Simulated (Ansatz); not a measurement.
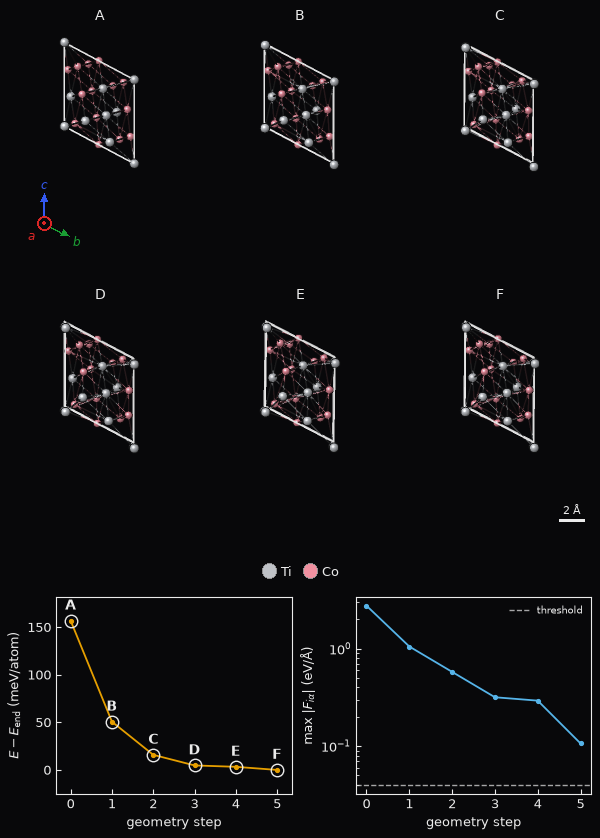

Frames of a relaxation of crystalline Ti₇Co₁₃ (a generated structure, set up in P1) (coarse preliminary run), marked on the history of the run. Style: ball-and-stick. Shown: the cell of the calculation, along the a axis.

Case: elements placed on the fcc lattice at random.

These are results of Ansatz, DFT PBE, scalar-relativistic, plane waves, PAW, not measurements.

The input:
```yaml
crystal:
  lattice:
    - [-5.6237775, 3.749185, 1.8745925]
    - [5.6237775, 3.749185, -1.8745925]
    - [-1.8745925, -3.749185, -5.6237775]
  atoms:
    - { symbol: Ti, position: [0.2467921051, 0.7527539098, 0.5034891706] }
    - { symbol: Ti, position: [0.6515985086, 0.5528720504, 0.6963250039] }
    - { symbol: Ti, position: [0.2986253667, 0.0941150057, 0.3969177434] }
    - { symbol: Ti, position: [0.000342875, 0.0040523631, 0.0021041133] }
    - { symbol: Ti, position: [0.8017710612, 0.5995576583, 0.3963404947] }
    - { symbol: Ti, position: [0.8981328746, 0.3003029903, 0.1983563611] }
    - { symbol: Ti, position: [0.9516294092, 0.6517863391, 0.1006963] }
    - { symbol: Co, position: [0.0487061265, 0.3455453945, 0.8965293031], spin: 3.0 }
    - { symbol: Co, position: [0.0949852594, 0.6959515907, 0.7929611247], spin: 3.0 }
    - { symbol: Co, position: [0.5496379391, 0.8482261599, 0.9019831794], spin: 3.0 }
    - { symbol: Co, position: [0.1471732862, 0.0520167485, 0.6977879227], spin: 3.0 }
    - { symbol: Co, position: [0.2017870096, 0.3973193028, 0.5992997391], spin: 3.0 }
    - { symbol: Co, position: [0.5987902088, 0.1924423451, 0.7991191372], spin: 3.0 }
    - { symbol: Co, position: [0.7035018258, 0.9025323405, 0.6024042874], spin: 3.0 }
    - { symbol: Co, position: [0.3586575547, 0.4618664259, 0.3097308817], spin: 3.0 }
    - { symbol: Co, position: [0.3945020501, 0.7942860883, 0.1970983535], spin: 3.0 }
    - { symbol: Co, position: [0.7511284209, 0.254144514, 0.4956599265], spin: 3.0 }
    - { symbol: Co, position: [0.8544453121, 0.9465246231, 0.2984908918], spin: 3.0 }
    - { symbol: Co, position: [0.4528034524, 0.1526121051, 0.1016847343], spin: 3.0 }
    - { symbol: Co, position: [0.4981210301, 0.4962944195, 0.0023168618], spin: 3.0 }
  symmetry: { detect: false }
basis:
  ecutwfc: 420
kpoints:
  mp_grid: { grid: [3, 3, 2], shift: [0.0, 0.0, 0.5] }
hamiltonian:
  xc: pbe
scf:
  occupations: { method: gaussian, width: 0.1 }
  lower_state_search: "off"
output:
  forces: true
  stress: true
  eigenvalues: true
  populations: true
magnetization:
  spin_polarized: true
relax:
  adjacent_minimum: "off"
  f_tol: 0.04
  max_steps: 50
  cell: { stress_tol: 0.3 }
```

Launched with:
```bash
ansatz run input.yaml --threads 4 --pin off --max-ram 9216MiB --backend cpu --events-out ev --progress --plain --runs-dir out
```

Question: Describe the path.

Answer: The run was cut off at its time limit before the relaxation converged, so the last structure is only a point on the way. After 5 geometry steps the energy has fallen by 157 meV per atom. The largest force component goes from 2.8 to 0.11 eV/Å. Pressure: −6.79 GPa at the start and −0.41 GPa at the end. The atom that moves furthest relative to the cell is Ti4 (0.45 Å along −c). Largest moves by element: Ti 0.45 Å, Co 0.28 Å. The drawn cell changes as follows: a 7.014 → 6.703 Å (−4.4 %), b 7.014 → 6.813 Å (−2.9 %), c 7.014 → 7.032 Å (+0.3 %), α 106.6° → 106.4°, β 106.6° → 107.4°, γ 115.4° → 113.5°; the volume changes by −5.1 %. Some distances before and after: Ti1–Ti2 3.763 → 3.108 Å, Ti7–Co15 3.750 → 3.151 Å, Ti6–Co16 3.781 → 3.274 Å, Ti2–Co11 3.775 → 3.310 Å. New bonds form, among them: Ti1–Ti2 (3.76 → 3.11 Å). The space group stays P1 (No. 1). From step 0 to 1: Ti1 moves most (0.19 Å), volume −4.2 %, energy −106 meV per atom. From step 1 to 2: Ti4 moves most (0.19 Å), volume −3.0 %, energy −34.8 meV per atom. From step 2 to 3: Ti3 moves most (0.20 Å), volume +2.1 %, energy −11.1 meV per atom. From step 3 to 4: Co17 moves most (0.19 Å), volume −0.3 %, energy −1.5 meV per atom. From step 4 to 5: Co17 moves most (0.11 Å), volume +0.3 %, energy −3.3 meV per atom.

Limits of the set-up: the k-point mesh is coarse for a cell with partly filled bands.
